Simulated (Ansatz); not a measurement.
The compound is LiMnF4 (C2/m).

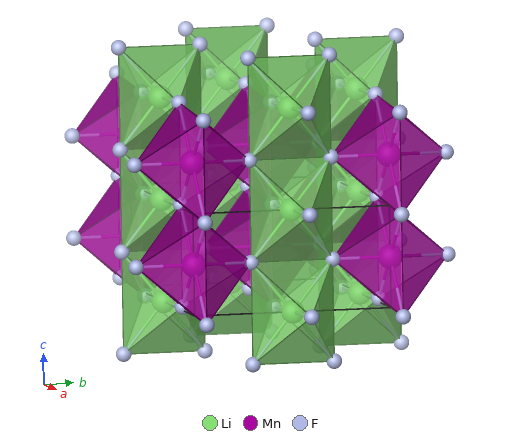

The structure (lithium green, manganese purple, fluorine light blue). 1×1×2 conventional cells are drawn. Some periodic images of atoms are drawn too.

Symmetry: C2/m, No. 12, monoclinic system. Conventional cell: a = 6.563 Å, b = 6.241 Å, c = 3.119 Å, α = 90.00°, β = 93.26°, γ = 90.00°. Li has 6 F at 2.00 to 2.02 Å nearest. Nearest to Mn lie 6 F at 1.83 to 2.16 Å. Nearest to F lie 1 Mn at 1.83 Å and 2 Li at 2.02 Å. Nearest to F lie 2 Mn at 1.88 to 2.16 Å and 1 Li at 2.00 Å. Farther neighbours and most contacts between anions are not listed.

```xyz
6
Lattice="3.1205 2.3180 -2.3229 -3.1205 2.3180 -2.3229 0.0000 2.0786 2.3251" Properties=species:S:1:pos:R:3 pbc="T T T"
Li    0.0000    2.3180   -2.3229
Mn    0.0000    1.0393    1.1626
F    -1.2916    3.3573   -1.1603
F     1.2916    3.3573   -1.1603
F     0.0000    2.9156    1.3393
F     0.0000    3.7991   -3.6600
```

The cell and positions are those that the Materials Project relaxed with its own functionals (PBE, PBE+U or r2SCAN), kept fixed. The program's search for lower electronic states was switched off, so nothing shows that the state found is the lowest. PAW set soft_2, made with PBE.

A constrained-RPA run (Ansatz 0.2.0; non-magnetic LDA; Mn t2g, bands v2 to c1, 4×4×6 mesh, medium accuracy) builds 3 functions on bands 0.53 eV wide, with 4.0 electrons in the window. The bare on-site interaction is 19.7 eV and the bare J 0.70 eV.

Q: Estimate U, U′ and J.

On the Mn t2g shell, U = 3.95 eV (20 % of the bare value), U′ = 2.86 eV, J = 0.50 eV.

The parent state is non-magnetic and the interaction static (zero frequency); U depends on the window and the orbitals, so it belongs to this model alone. A model of the t2g bands alone assumes low spin; where the ion is high-spin, as for many Cr, Mn, Fe and Co compounds, the eg bands are needed too.

[Paths, hosts, dates, memory and timing lines, banners, echoed tables and standing remarks are left out of the program output.]

[Logs are printed without paths, hosts, clocks, repeated set-up lines and the standing remarks that a program may print on its own settings, such as how far it seeks lower states.]

[Runs of the session that timed out or met a known fault of the program may be left out.]

[Hosts, paths, dates, database ids (printed as entryN), source tags and the programs' standing remarks are cut or masked in the printed files.]
